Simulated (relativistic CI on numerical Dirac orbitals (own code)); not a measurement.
**Ti²⁰⁺: one ion under different settings**

How much do the settings matter for Ti²⁰⁺? One ion, several inputs.

Method: Dirac-Coulomb-Breit CI, KLI orbitals optimised for each configuration, model QED (radiative potential, 1s self-energy scaled to tabulated hydrogen-like ionisation energies), numerical settings as typed. Code: relativistic CI on numerical Dirac orbitals (own code) version 3.

### Step 1. The system

* ion: Ti²⁰⁺ (Ti XXI)
* nuclear charge: 22
* electrons: 2
* isotope: A = 48

### Step 2. The usual input

Settings, as recorded:

```ini
atom Ti  Z=22  charge=20  electrons=2
nucleus A=48  rms_radius_fm=3.5921
hamiltonian dirac-coulomb  breit=on  qed=on  c_scale=1
orbitals kli  potential=per-configuration
slater_scale 1
correlation none
mixing on
grid step=0.0125 r_max=5.3
scf mixing=0.4 start=green max_iterations=150 tolerance=2e-08 node_fill=0.05
configurations
  1s2
  1s 2s
  1s 2p
end
```

The run is started by

```
> python run_levels.py task.json out
```

One command runs all members of the session, one after another, from task.json.

### Step 3. End of the grid 15.9, Breit term off

Settings, as recorded:

```ini
atom Ti  Z=22  charge=20  electrons=2
nucleus A=48  rms_radius_fm=3.5921
hamiltonian dirac-coulomb  breit=off  qed=on  c_scale=1
orbitals kli  potential=per-configuration
slater_scale 1
correlation none
mixing on
grid step=0.0125 r_max=15.9
scf mixing=0.4 start=green max_iterations=150 tolerance=2e-08 node_fill=0.05
configurations
  1s2
  1s 2s
  1s 2p
end
```

### Step 4. QED terms off

Settings, as recorded:

```ini
atom Ti  Z=22  charge=20  electrons=2
nucleus A=48  rms_radius_fm=3.5921
hamiltonian dirac-coulomb  breit=on  qed=off  c_scale=1
orbitals kli  potential=per-configuration
slater_scale 1
correlation none
mixing on
grid step=0.0125 r_max=5.3
scf mixing=0.4 start=green max_iterations=150 tolerance=2e-08 node_fill=0.05
configurations
  1s2
  1s 2s
  1s 2p
end
```

### Step 5. Breit term off, nuclear radius 4.6697

Settings: those of step 4 with these lines changed.

```diff
@@ -1,4 +1,4 @@
 atom Ti  Z=22  charge=20  electrons=2
-nucleus A=48  rms_radius_fm=3.5921
-hamiltonian dirac-coulomb  breit=on  qed=off  c_scale=1
+nucleus A=48  rms_radius_fm=4.6697
+hamiltonian dirac-coulomb  breit=off  qed=on  c_scale=1
 orbitals kli  potential=per-configuration
```

### Step 6. Slater scale -1

Settings, as recorded:

```ini
atom Ti  Z=22  charge=20  electrons=2
nucleus A=48  rms_radius_fm=3.5921
hamiltonian dirac-coulomb  breit=on  qed=on  c_scale=1
orbitals kli  potential=per-configuration
slater_scale -1
correlation none
mixing on
grid step=0.0125 r_max=5.3
scf mixing=0.4 start=green max_iterations=64 tolerance=2e-08 node_fill=0.05
configurations
  1s2
  1s 2s
  1s 2p
end
```

### Step 7. Grid step 0.3

Settings, as recorded:

```ini
atom Ti  Z=22  charge=20  electrons=2
nucleus A=48  rms_radius_fm=3.5921
hamiltonian dirac-coulomb  breit=on  qed=on  c_scale=1
orbitals kli  potential=per-configuration
slater_scale 1
correlation none
mixing on
grid step=0.3 r_max=5.3
scf mixing=0.4 start=green max_iterations=75 tolerance=2e-08 node_fill=0.05
configurations
  1s2
  1s 2s
  1s 2p
end
```

(Steps that only read results are left out.)

Q: Predict the outcome of this session. Wanted: lowest level, usual settings; total energy; first excitation.

**Answer**, as computed:

| setting | total energy less usual (Ha) | largest shift of a level among the lowest eight of both runs, same label and place (cm⁻¹) | SCF iterations | time | lowest level | kind of change |
| --- | --- | --- | --- | --- | --- | --- |
| usual | 0 | 0 | 21 | 0.043 s | 1s2 1S0 | - |
| end of the grid 15.9, Breit term off | -0.137 | 30000 | 21 | 0.043 s | 1s2 1S0 | model term |
| QED terms off | -0.159 | 17000 | 21 | 0.022 s | 1s2 1S0 | model term |
| Breit term off, nuclear radius 4.6697 | -0.136 | 29900 | 21 | 0.044 s | 1s2 1S0 | unphysical constant |
| Slater scale -1 | -4.52e-07 | 306000 | 21 | 0.046 s | 1s2 1S0 | unsound |
| grid step 0.3 | 0.0036 | 4.59e+06 | 22 | 0.019 s | 1s2 1S0 | unsound |

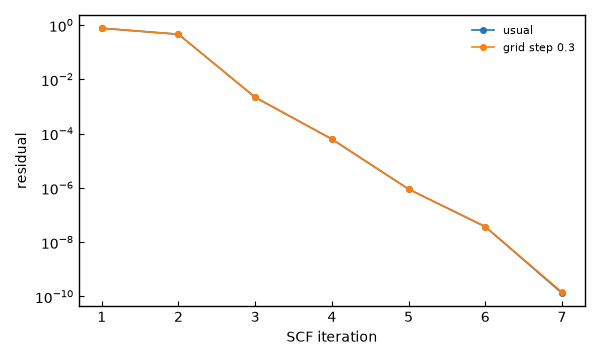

Residual of the first configuration's SCF.

| quantity | value |
| --- | --- |
| lowest level, usual settings | 1s2 1S0 |
| total energy | -473.0930 Ha |
| first excitation | 4700.63 eV |

Among the runs whose levels can be followed, they move most under «grid step 0.3» (unsound), by up to 4.59e+06 cm⁻¹. Under «grid step 0.3» the program warns: orbitals of one symmetry overlap by 7.1e-01. Only the listed configurations are in the model.
